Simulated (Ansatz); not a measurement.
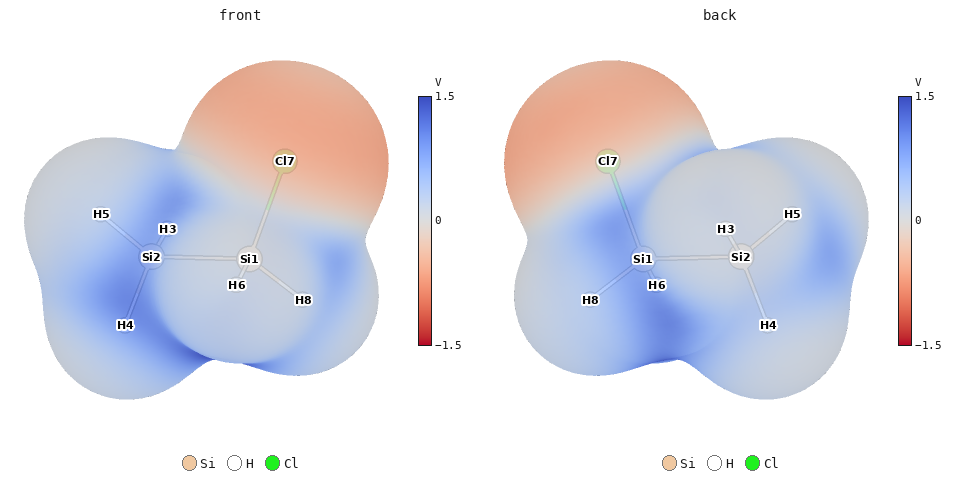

Figure 1: ClH5Si2. The molecular electrostatic potential painted on the density surface at 0.001 e/bohr³, seen from the front and from behind; the colour scale runs from red (negative) to blue (positive).

All numbers below come from RHF/def2-SVP (Ansatz 0.2.0).

```xyz
8

Si    0.0224   -0.0011   -0.0655
Si   -0.0008    0.0068    2.2973
H    -1.3900   -0.1744    2.7791
H     0.8440   -1.1017    2.8066
H     0.5327    1.2971    2.7929
H     1.3828    0.2081   -0.6024
Cl   -1.1809    1.5701   -0.7310
H    -0.5242   -1.2583   -0.6164
```

Where is the surface potential most negative and most positive?

Answer. The most negative region (about −0.6 V) lies over Cl7, the most positive (about +1.4 V) over Si1.
